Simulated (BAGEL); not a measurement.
# RI-MP2/cc-pVDZ (density fitting with cc-pvdz-jkfit, cc-pvdz-ri for correlation) run of AlH2F (SMILES [F][AlH2])

We compute a geometry optimisation of AlH2F. 

The results are computed with BAGEL 1.2.2.

3 further runs of the same task are left out: 3 that didn't finish.

**1. The molecule**

AlH2F: 4 atoms, total charge 0, spin state singlet. SMILES: `[F][AlH2]`. All atoms were displaced at random from a relaxed shape. The run starts from this shape.

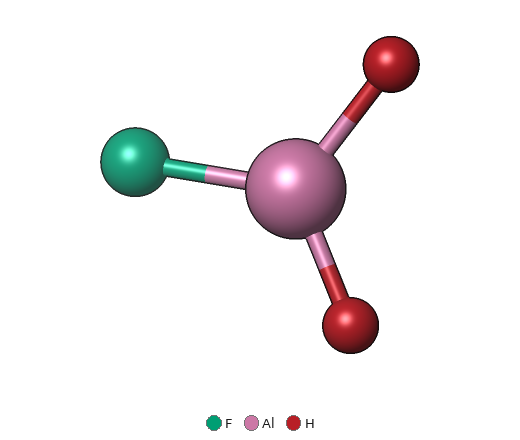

Viewed from a chosen angle; fluorine teal, aluminium pink, hydrogen red.

**2. A geometry optimisation at RI-MP2/cc-pVDZ (density fitting with cc-pvdz-jkfit, cc-pvdz-ri for correlation)**

File calc.json:

```json
{ "bagel" : [

{
  "title" : "molecule",
  "basis" : "cc-pvdz.json",
  "df_basis" : "cc-pvdz-jkfit",
  "geometry" : [
    { "atom" : "F", "xyz" : [ -0.69406050, -0.05486820,  3.22232886 ] },
    { "atom" : "Al", "xyz" : [  0.08255647, -0.05820923, -0.12131475 ] },
    { "atom" : "H", "xyz" : [ -0.62701680, -2.32304599, -1.86690579 ] },
    { "atom" : "H", "xyz" : [  1.41148369,  2.50627195, -1.41741365 ] }
  ]
},
{
  "title" : "optimize",
  "opttype" : "energy",
  "internal" : "false",
  "maxiter" : 40,
  "method" : [
    { "title" : "mp2", "ncore" : 6, "aux_basis" : "cc-pvdz-ri" }
  ]
}

]}
```

The basis set cc-pVDZ is read from a file made from the Basis Set Exchange's data (not shown).

Run with:

```bash
BAGEL_NUM_THREADS=1 BAGEL calc.json > calc.out
```

**Question.** What will come out? Wanted: total energy at the end.

Answer, from the run:

Level: RI-MP2/cc-pVDZ (density fitting with cc-pvdz-jkfit, cc-pvdz-ri for correlation), 6 core orbitals frozen.

| quantity | value |
| --- | --- |
| total energy at the end | -342.83596 Eh |

**Reading.** At the final geometry: Bond lengths: F1–Al2 1.698 Å, Al2–H3 1.573 Å, Al2–H4 1.574 Å. Angles: F1–Al2–H3 116.8°, F1–Al2–H4 116.9°, H3–Al2–H4 126.3°. The optimisation took 19 steps and changed the energy by -0.265 eV.
